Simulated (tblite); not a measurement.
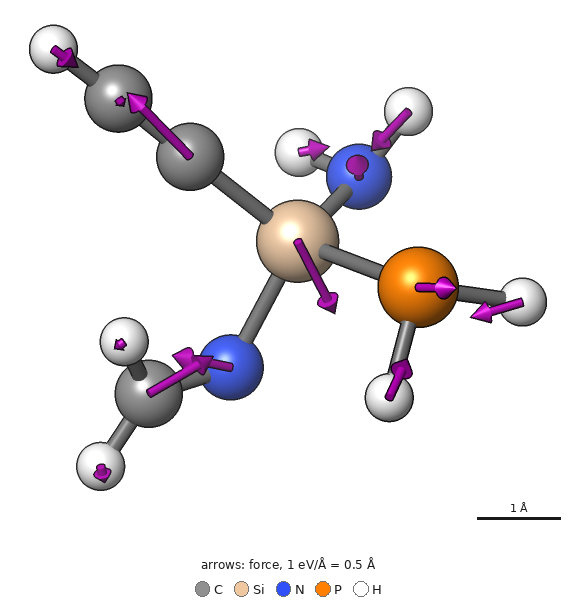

Starting geometry of C3H7N2PSi with the computed forces as purple arrows. A ball-and-stick model, seen at a tilt.

Theory: tblite, GFN2-xTB geometry optimisation, gas phase. 

> Is this structure relaxed? If not, where do the atoms go?

It isn't relaxed: the largest force vector, on a C atom, is 2.48 eV/Å. The final displacements have little in common with the starting forces (cosine between the two patterns 0.24). After 135 geometry steps the energy has fallen by 0.865 eV. The atom that moves furthest after the best rigid fit is an H atom (1.21 Å). Largest moves by element: H 1.21 Å, P 0.45 Å, C 0.45 Å, N 0.17 Å, Si 0.13 Å. Among the contacts that change: H–P 1.470 → 1.385 Å, N–Si 1.797 → 1.730 Å, C–Si 1.812 → 1.867 Å, H–N 1.050 → 1.006 Å. Among the angles between lasting bonds that change: Si–N–C 115.0° → 132.6°, Si–P–H 107.6° → 94.7°, H–P–H 104.5° → 92.3°.
